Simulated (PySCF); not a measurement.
## Electronic structure of CH₆FO₃Si₃ (doublet) in real space

```
atom    x (Å)    y (Å)    z (Å)
   F   0.0606   2.0182   0.7023
  Si   0.0454   0.4365   0.4568
   O  -1.4312  -0.1083   0.6713
  Si  -3.0129   0.1917   0.4191
   O   1.1087  -0.2910   1.4263
   C   2.2627  -0.8580   0.8289
  Si   2.1138  -0.5463  -1.0783
   O   0.6294   0.1696  -1.0294
   H  -3.4612  -0.9261  -0.4083
   H  -3.5845   0.1947   1.7623
   H  -3.1678   1.4777  -0.2554
   H   2.3101  -1.9082   1.1295
   H   3.1417  -0.3535   1.2438
   H   2.9845   0.5024  -1.6110
```

Geometry: GFN2-xTB.

These are results of UKS B3LYP, pcH-1 on C F H O Si, non-relativistic, mean-field spin-orbit, GIAO in PySCF 2.14.0, density-fitted response routines, not measurements.

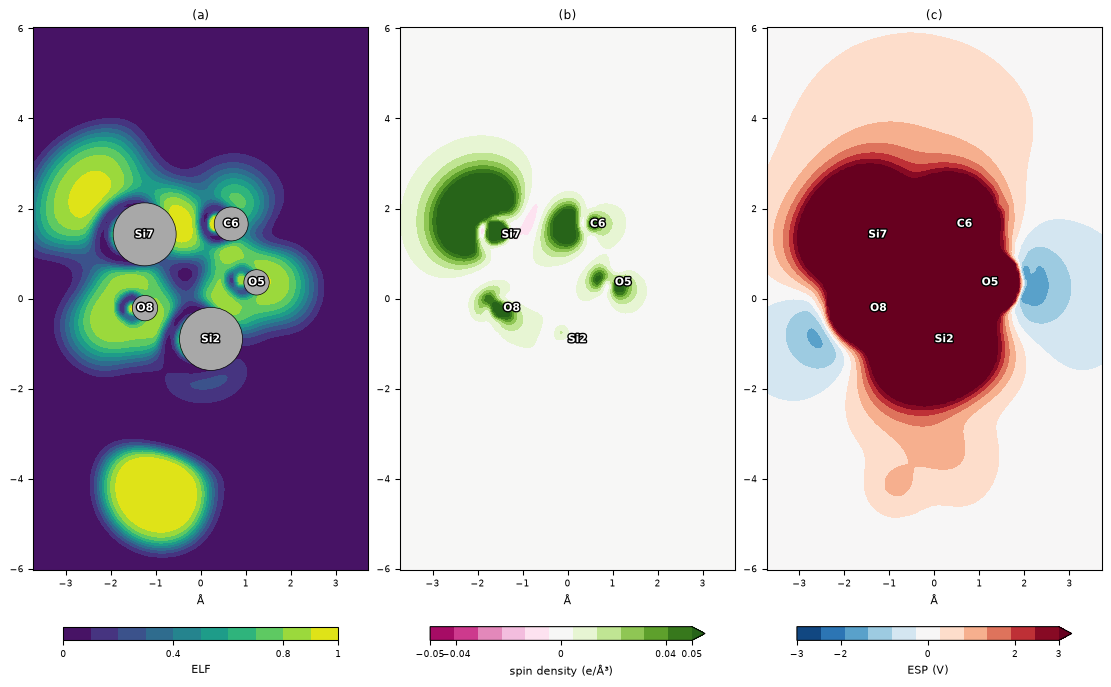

Figure 1. (a) electron localisation function; (b) spin density (α minus β); (c) electrostatic potential on the plane of atoms O5, Si2 and O8. Grey discs cover the atomic cores in the ELF map.

Q: Describe what can be read from this map.

A: Atoms in the plane: Si, O and C.
C–O (1.42 Å): the ELF peaks at about 0.80 between the atoms (a shared but strongly polarised pair).

C–Si (1.94 Å): the ELF peaks at about 0.95 between the atoms, as expected for a covalent bond.

The ELF also peaks beside O8, away from the bonds: non-bonding electrons, paired or unpaired.
The unpaired spin (1 electron) lies mostly on Si7 (about 0.8) and H14 (about 0.1), in electrons by Hirshfeld's partition.
Outside the dense part of the molecule the potential is most negative (−1.7 V) near O5.

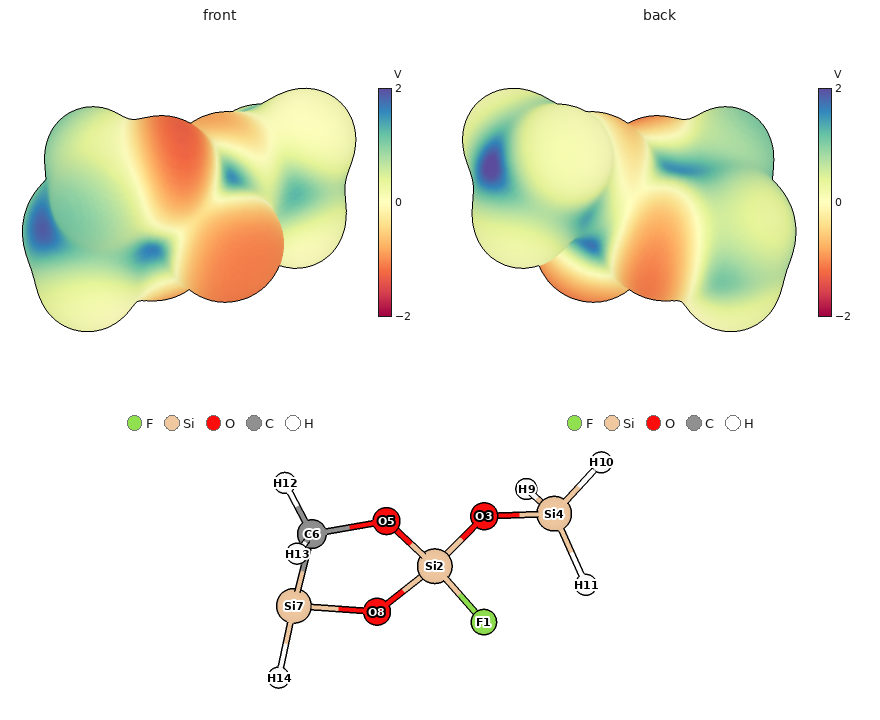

Figure 2. The electrostatic potential painted on the density surface at 0.002 e/bohr³, seen from the front and from behind; the colour scale runs from red (negative) to blue (positive). The bare structure is drawn below in the same view.

Q: Where is the surface potential most negative and most positive?

A: The most negative region (about −1.2 V) lies over O5, the most positive (about +1.9 V) over Si4 and Si7. O5 is the likeliest acceptor of a hydrogen bond.
